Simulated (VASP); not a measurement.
Band structure of MnCo3 (space group Pm-3m). These are PBEsol GGA, VASP's PBE PAW potentials (set 64) (plane waves; VASP) values and carry that method's errors.

The run has a spin-polarised start.

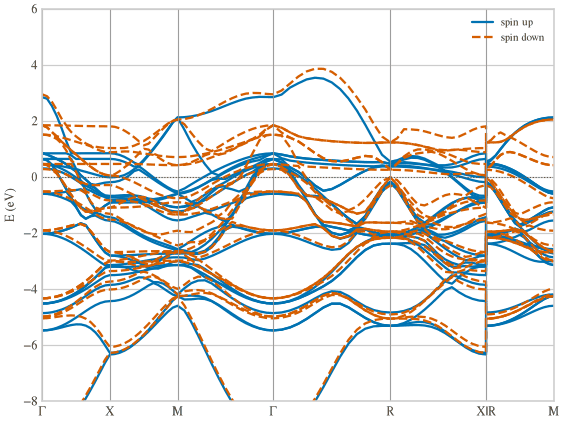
Figure: Bands along high-symmetry lines, zero at the valence-band maximum or, without a gap, the Fermi level

Task: Read the plot: is there a gap, and where are the band edges?

Result: It has no gap at this level: it comes out as a metal or semimetal. (Edges off the drawn lines would not show.)

The structure comes from a computed database's MnCo3 entry (Pm-3m); how it stands against other phases isn't given here. It was relaxed first, which changed the volume by -9 %.
